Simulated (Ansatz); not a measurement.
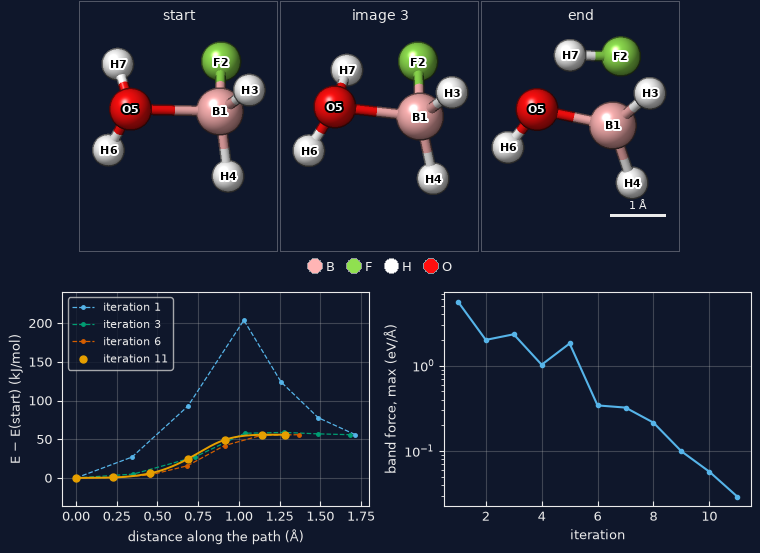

A search for the minimum-energy path of BH$_{4}$OF by the nudged elastic band. Images are numbered from 0 (start) to 6 (end). The plot follows the band through its iterations. The picture is a ball-and-stick view, seen face on.

Level of theory: Ansatz, RKS LDA/def2-SVP. Settings: 5 movable images; climbing image; force threshold 0.05 eV/Å; iteration limit 60; starting path through a guess of the saddle point.

> Did the band converge, and can the barrier be trusted?

The run is converged, with reservations. The band converged in 11 iterations. The largest component of the band force went from 5.6 to 0.029 eV/Å. The first iteration put the highest image at 203.9 kJ/mol. No barrier shows: the energy is highest at the end, and the end lies 55.8 kJ/mol above the start.

Cost: 48 s on 1 thread of Arm Neoverse V1, with other jobs on the host, peak memory 0.1 GiB.
